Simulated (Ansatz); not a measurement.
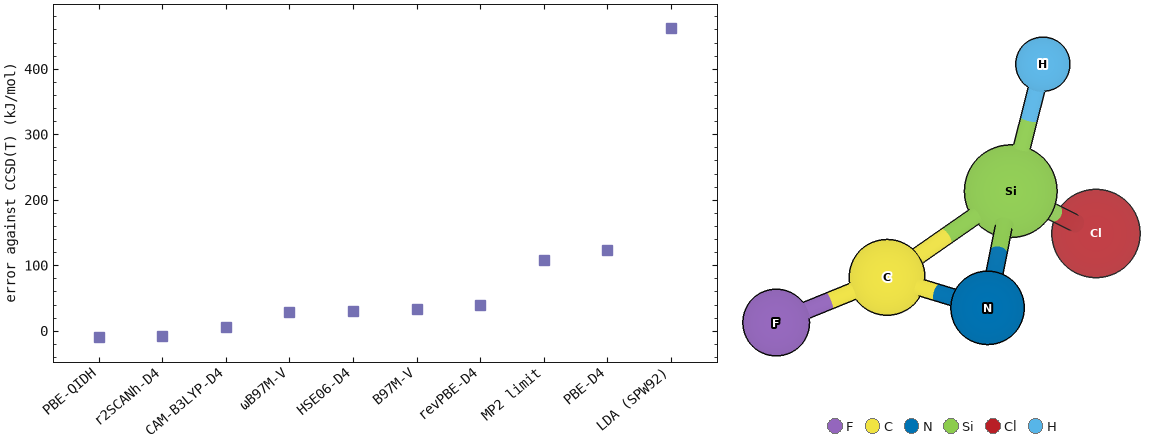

Error in the electronic atomisation energy (method less reference, so positive means overbinding) of CHClFNSi, SMILES FC1=N[Si@H]1Cl: functionals in def2-TZVPP against frozen-core CCSD(T) at the limit (MP2 extrapolated from triple and quadruple zeta, plus CCSD(T) less MP2 in a smaller set), which gives 2218.7 kJ/mol, at a PBE0-D4/def2-TZVP geometry (a minimum by its frequencies), no zero-point or spin-orbit term, the Ansatz code. The reference leaves out core correlation, a term that grows with the number of heavy atoms. PBE-QIDH holds a correlation term that converges slowly with the basis, so part of the distance to the limit is basis error. No dispersion term is added to PBE-QIDH. Limit means the basis limit.

Which of these levels overbind, and which underbind?

Answer. Overbind: ωB97M-V, HSE06-D4, B97M-V, revPBE-D4, MP2 limit, PBE-D4 and LDA (SPW92). Underbind: none clearly. Within 25 kJ/mol of zero, too close to call in view of what the reference leaves out: PBE-QIDH, r2SCANh-D4 and CAM-B3LYP-D4.

What range do the values span?

Answer. From −9.5 kJ/mol (PBE-QIDH) to 461.8 kJ/mol (LDA (SPW92)).
